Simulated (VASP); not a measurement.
## Sr3V2O8 with rev-vdW-DF2 + U: from relaxation to properties

How well does rev-vdW-DF2 + U reproduce what experiment finds for Sr3V2O8? The cell is relaxed first, and properties follow on it. The steps: full relaxation (rev-vdW-DF2 + U), density, ELF and potential (rev-vdW-DF2 + U), bands along the symmetry lines (rev-vdW-DF2 + U), total and projected DOS (rev-vdW-DF2 + U) and vibrations at Γ (rev-vdW-DF2 + U). Left out of this account: 2 further runs (self-consistent run: a volume scan without its fit). The start is a cell from a database of measured crystal structures.

Calculated with VASP 6.6.1; rev-vdW-DF2, DFT+U (V d 3 eV), spin-polarised from a ferromagnetic start; plane waves and PAW (Sr_sv, V_sv, O).

### 1. Set-up

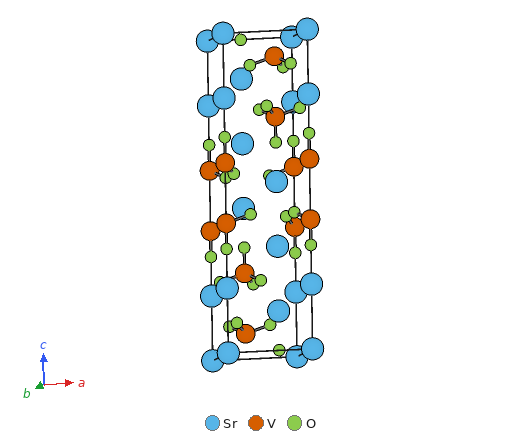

Start, viewed slightly off an axis; strontium blue, vanadium orange, oxygen green. This picture shows the conventional cell, with its axes. Some periodic images of atoms are drawn too.

Structure file:

```cif
data_structure
_symmetry_space_group_name_H-M 'P 1'
_symmetry_Int_Tables_number 1
_cell_length_a 5.6214
_cell_length_b 5.6214
_cell_length_c 7.4446
_cell_angle_alpha 112.182
_cell_angle_beta 112.182
_cell_angle_gamma 60.000
_cell_volume 183.35
loop_
_atom_site_label
_atom_site_type_symbol
_atom_site_fract_x
_atom_site_fract_y
_atom_site_fract_z
_atom_site_occupancy
Sr1 Sr 0.00000 0.00000 0.00000 1
Sr2 Sr 0.79750 0.79750 0.39250 1
Sr3 Sr 0.20250 0.20250 0.60750 1
V4 V 0.59450 0.59450 0.78350 1
V5 V 0.40550 0.40550 0.21650 1
O6 O 0.67490 0.67490 0.02470 1
O7 O 0.32510 0.32510 0.97530 1
O8 O 0.72740 0.24510 0.69990 1
O9 O 0.72740 0.72740 0.69990 1
O10 O 0.24510 0.72740 0.69990 1
O11 O 0.27260 0.75490 0.30010 1
O12 O 0.75490 0.27260 0.30010 1
O13 O 0.27260 0.27260 0.30010 1
```

### 2. Full relaxation (rev-vdW-DF2 + U)

Properties are meant for the cell that this level of theory prefers, so cell and atoms are relaxed first (ISIF = 3) until forces and stress are small; EDIFFG sets the threshold. rev-vdW-DF2 revises the exchange of vdW-DF2 for solids. LUSE_VDW switches on a nonlocal correlation term for dispersion. A Hubbard U penalises fractional filling of the localised shell, which semilocal functionals favour.

The input, INCAR:

```
SYSTEM = Sr3V2O8
PREC = Accurate
ENCUT = 520
EDIFF = 1E-06
NELM = 100
ISMEAR = 0
SIGMA = 0.05
LREAL = .FALSE.
ALGO = Normal
GGA = MK
AGGAC = 0
LUSE_VDW = .TRUE.
PARAM1 = 0.1234
PARAM2 = 0.711357
ZAB_VDW = -1.8867
LASPH = .TRUE.
NBANDS = 74
ISPIN = 2
MAGMOM = 0 0 0 2 2 0 0 0 0 0 0 0 0
LDAU = .TRUE.
LDAUTYPE = 2
LDAUL = -1 2 -1
LDAUU = 0 3 0
LDAUJ = 0 0 0
LDAUPRINT = 1
LMAXMIX = 4
LORBIT = 11
LWAVE = .FALSE.
LCHARG = .FALSE.
KPAR = 8
IBRION = 2
NSW = 60
ISIF = 3
EDIFFG = -0.01
```

The input, POSCAR:

```
Sr3V2O8
1.0
    2.8107000000      4.8682752048      0.0000000000
   -2.8107000000      4.8682752048      0.0000000000
    0.0000000000     -3.2455168032      6.6999000000
Sr V O
3 2 8
Direct
    0.0000000000      0.0000000000      0.0000000000
    0.7975000000      0.7975000000      0.3925000000
    0.2025000000      0.2025000000      0.6075000000
    0.5945000000      0.5945000000      0.7835000000
    0.4055000000      0.4055000000      0.2165000000
    0.6749000000      0.6749000000      0.0247000000
    0.3251000000      0.3251000000      0.9753000000
    0.7274000000      0.2451000000      0.6999000000
    0.7274000000      0.7274000000      0.6999000000
    0.2451000000      0.7274000000      0.6999000000
    0.2726000000      0.7549000000      0.3001000000
    0.7549000000      0.2726000000      0.3001000000
    0.2726000000      0.2726000000      0.3001000000
```

The input, KPOINTS:

```
Automatic mesh
0
Gamma
4 4 4
0 0 0
```

The projector-augmented-wave data sets are Sr_sv, V_sv and O (PBE family, release 64).

The run is started by

```bash
$ mpirun -np 8 vasp_std
```

Output:

```text
[banner, memory and clock lines left out]
running    8 mpi-ranks, on    1 nodes
 distrk:  each k-point on    1 cores,    8 groups
 distr:  one band on    1 cores,    1 groups

 POSCAR found type information on POSCAR SrV O
 POSCAR found :  3 types and      13 ions
|                                                                             |
|           W    W    AA    RRRRR   N    N  II  N    N   GGGG   !!!           |
|           W    W   A  A   R    R  NN   N  II  NN   N  G    G  !!!           |
|           W    W  A    A  R    R  N N  N  II  N N  N  G       !!!           |
|           W WW W  AAAAAA  RRRRR   N  N N  II  N  N N  G  GGG   !            |
|           WW  WW  A    A  R   R   N   NN  II  N   NN  G    G                |
|           W    W  A    A  R    R  N    N  II  N    N   GGGG   !!!           |
|                                                                             |
|     For optimal performance we recommend to set                             |
|       NCORE = 2 up to number-of-cores-per-socket                            |
|     NCORE specifies how many cores store one orbital (NPAR=cpu/NCORE).      |
|     This setting can greatly improve the performance of VASP for DFT.       |
|     The default, NCORE=1 might be grossly inefficient on modern             |
|     multi-core architectures or massively parallel machines. Do your        |
|     Unfortunately you need to use the default for GW and RPA                |
|     calculations (for HF NCORE is supported but not extensively tested      |
|     yet).                                                                   |
|                                                                             |

|                                                                             |
|               ----> ADVICE to this user running VASP <----                  |
|                                                                             |
|     You have switched on vdW-DFT.                                           |
|     This routine was written and supplied by Jiri Klimes. We recommend      |
|     that you carefully read and cite the following publications:            |
|       J. Klimes, D.R. Bowler, A. Michelides                                 |
|          J. Phys.: Cond Matt. 22 022201 (2010)                              |
|       J. Klimes, D.R. Bowler, A. Michelides                                 |
|          Phys. Rev. B. 83, 195131 (2011)                                    |
|     and references therein.                                                 |
|                                                                             |

|                                                                             |
|               ----> ADVICE to this user running VASP <----                  |
|                                                                             |
|     You enforced a specific xc type in the INCAR file but a different       |
|     [... a line on the potential file left out ...]
|     I HOPE YOU KNOW WHAT YOU ARE DOING!                                     |
|                                                                             |

 LDA part: xc-table for (Slater+PW92), standard interpolation
 POSCAR, INCAR and KPOINTS ok, starting setup
 FFT: planning ... GRIDC
 FFT: planning ... GRID_SOFT
 FFT: planning ... GRID
 WAVECAR not read
 entering main loop
       N       E                     dE             d eps       ncg     rms          rms(c)
DAV:   1     0.105992334225E+04    0.10599E+04   -0.56913E+04  3856   0.142E+03
DAV:   2    -0.140128105461E+02   -0.10739E+04   -0.10287E+04  4468   0.398E+02
DAV:   3    -0.935846189685E+02   -0.79572E+02   -0.78926E+02  4802   0.116E+02
DAV:   4    -0.956029976862E+02   -0.20184E+01   -0.20093E+01  5960   0.170E+01
DAV:   5    -0.956660999452E+02   -0.63102E-01   -0.63080E-01  5392   0.244E+00    0.930E+01
DAV:   6    -0.760428268459E+02    0.19623E+02   -0.13426E+02  5288   0.723E+01    0.338E+01
DAV:   7    -0.754630522698E+02    0.57977E+00   -0.94060E+01  4638   0.682E+01    0.462E+01
DAV:   8    -0.726890675958E+02    0.27740E+01   -0.10660E+01  4808   0.149E+01    0.236E+01
DAV:   9    -0.710671693429E+02    0.16219E+01   -0.28236E+00  5096   0.142E+01    0.344E+00
DAV:  10    -0.710916712355E+02   -0.24502E-01   -0.51602E-01  4716   0.303E+00    0.198E+00
DAV:  11    -0.710739795492E+02    0.17692E-01   -0.78084E-02  4888   0.102E+00    0.636E-01
DAV:  12    -0.710737488214E+02    0.23073E-03   -0.78539E-03  5300   0.442E-01    0.442E-01
DAV:  13    -0.710737969984E+02   -0.48177E-04   -0.29367E-03  4608   0.342E-01    0.202E-01
DAV:  14    -0.710738468252E+02   -0.49827E-04   -0.18685E-04  5168   0.573E-02    0.117E-01
DAV:  15    -0.710738563672E+02   -0.95421E-05   -0.28629E-05  4864   0.243E-02    0.433E-02
DAV:  16    -0.710738565096E+02   -0.14240E-06   -0.21098E-05  4702   0.222E-02    0.111E-02
DAV:  17    -0.710738558241E+02    0.68555E-06   -0.59062E-06  4552   0.109E-02
   1 F= -.71073856E+02 E0= -.71073856E+02  d E =-.710739E+02  mag=    -0.0002
 curvature:   0.00 expect dE= 0.000E+00 dE for cont linesearch  0.000E+00
 trial: gam= 0.00000 g(F)=  0.602E+01 g(S)=  0.204E+01 ort = 0.000E+00 (trialstep = 0.100E+01)
 search vector abs. value=  0.806E+01
 bond charge predicted
       N       E                     dE             d eps       ncg     rms          rms(c)
DAV:   1    -0.744123324105E+02   -0.33385E+01   -0.18834E+03  4200   0.207E+02    0.681E+01
DAV:   2    -0.952801233797E+02   -0.20868E+02   -0.17057E+02  4426   0.893E+01    0.358E+01
DAV:   3    -0.683996126299E+02    0.26881E+02   -0.36293E+01  4474   0.357E+01    0.283E+01
DAV:   4    -0.678881569482E+02    0.51146E+00   -0.97452E+00  4716   0.125E+01    0.134E+01
DAV:   5    -0.681598676280E+02   -0.27171E+00   -0.33302E+00  5446   0.760E+00    0.986E+00
DAV:   6    -0.677433230556E+02    0.41654E+00   -0.10368E+00  5268   0.589E+00    0.691E+00
DAV:   7    -0.677457764565E+02   -0.24534E-02   -0.16558E-01  5326   0.218E+00    0.422E+00
DAV:   8    -0.676918044003E+02    0.53972E-01   -0.32155E-01  5054   0.222E+00    0.168E+00
DAV:   9    -0.676942685861E+02   -0.24642E-02   -0.94072E-02  4466   0.212E+00    0.116E+00
DAV:  10    -0.676827505229E+02    0.11518E-01   -0.22264E-02  4536   0.115E+00    0.312E-01
DAV:  11    -0.676819812239E+02    0.76930E-03   -0.23707E-03  4640   0.368E-01    0.154E-01
DAV:  12    -0.676818327605E+02    0.14846E-03   -0.50152E-04  4520   0.147E-01    0.207E-02
DAV:  13    -0.676818338785E+02   -0.11180E-05   -0.37429E-05  5576   0.249E-02    0.602E-03
DAV:  14    -0.676818339010E+02   -0.22503E-07   -0.12415E-06  3504   0.617E-03
   2 F= -.67681834E+02 E0= -.67681834E+02  d E =0.339202E+01  mag=    -0.0000
[... from here on, the cycles between the ionic steps are left out ...]
   3 F= -.72145693E+02 E0= -.72145693E+02  d E =-.107184E+01  mag=     0.0000
   4 F= -.72155951E+02 E0= -.72155951E+02  d E =-.108210E+01  mag=     0.0000
   5 F= -.72156612E+02 E0= -.72156612E+02  d E =-.108276E+01  mag=    -0.0000
   6 F= -.72132562E+02 E0= -.72132562E+02  d E =0.240496E-01  mag=     0.0000
   7 F= -.72195070E+02 E0= -.72195070E+02  d E =-.384580E-01  mag=    -0.0000
   8 F= -.72224119E+02 E0= -.72224119E+02  d E =-.290490E-01  mag=    -0.0000
   9 F= -.72224513E+02 E0= -.72224513E+02  d E =-.294428E-01  mag=     0.0000
  10 F= -.72226612E+02 E0= -.72226612E+02  d E =-.209986E-02  mag=    -0.0000
  11 F= -.72226613E+02 E0= -.72226613E+02  d E =-.209998E-02  mag=     0.0000
  12 F= -.72227957E+02 E0= -.72227957E+02  d E =-.134434E-02  mag=     0.0000
  13 F= -.72227962E+02 E0= -.72227962E+02  d E =-.134937E-02  mag=     0.0000
  14 F= -.72227954E+02 E0= -.72227954E+02  d E =0.839345E-05  mag=     0.0000
  15 F= -.72228098E+02 E0= -.72228098E+02  d E =-.135591E-03  mag=     0.0000
  16 F= -.72228118E+02 E0= -.72228118E+02  d E =-.202006E-04  mag=    -0.0000
  17 F= -.72228123E+02 E0= -.72228123E+02  d E =-.255128E-04  mag=     0.0000
  18 F= -.72228136E+02 E0= -.72228136E+02  d E =-.131734E-04  mag=     0.0000
  19 F= -.72228148E+02 E0= -.72228148E+02  d E =-.246579E-04  mag=     0.0000
  20 F= -.72228156E+02 E0= -.72228156E+02  d E =-.781589E-05  mag=    -0.0000
  21 F= -.72228159E+02 E0= -.72228159E+02  d E =-.111677E-04  mag=    -0.0000
 curvature:  -1.74 expect dE=-0.719E-04 dE for cont linesearch -0.193E-05
 ZBRENT: interpolating
 opt :   0.8589  next Energy=   -72.228160 (dE=-0.119E-04)
 bond charge predicted
       N       E                     dE             d eps       ncg     rms          rms(c)
DAV:   1    -0.722281595020E+02   -0.21720E-06   -0.36260E-04  4368   0.132E-01    0.121E-02
DAV:   2    -0.722281608450E+02   -0.13430E-05   -0.24256E-05  4160   0.219E-02    0.529E-03
DAV:   3    -0.722281606940E+02    0.15097E-06   -0.12405E-06  2760   0.801E-03
  22 F= -.72228161E+02 E0= -.72228161E+02  d E =-.129446E-04  mag=     0.0000
 curvature:  -0.62 expect dE=-0.240E-04 dE for cont linesearch -0.135E-05
 trial: gam= 0.00000 g(F)=  0.253E-04 g(S)=  0.136E-04 ort =-0.130E-04 (trialstep = 0.373E+00)
 search vector abs. value=  0.389E-04
 reached required accuracy - stopping structural energy minimisation
```

Wall time 49 min (8 MPI ranks of Intel Xeon Platinum 8488C (Sapphire Rapids), shared host); peak memory 8.8 GiB.

The logs omit lines about the potential files and the build; timing stands in the text.

(Continued in part 2 of 6.)

[Lines on the potential files, build, host, timing and source positions are cut from VASP's logs without a mark.]

[Logs are printed without paths, hosts, clocks, repeated set-up lines and the standing remarks that a program may print on its own settings, such as how far it seeks lower states.]

[Hosts, paths, dates, database ids (printed as entryN), source tags and the programs' standing remarks are cut or masked in the printed files.]

[A measured line is paired with the nearest computed mode of its activity, which favours agreement.]

[In band tables of VASP the shares of atoms and orbitals are scaled to a sum of 1 inside the atoms' spheres.]
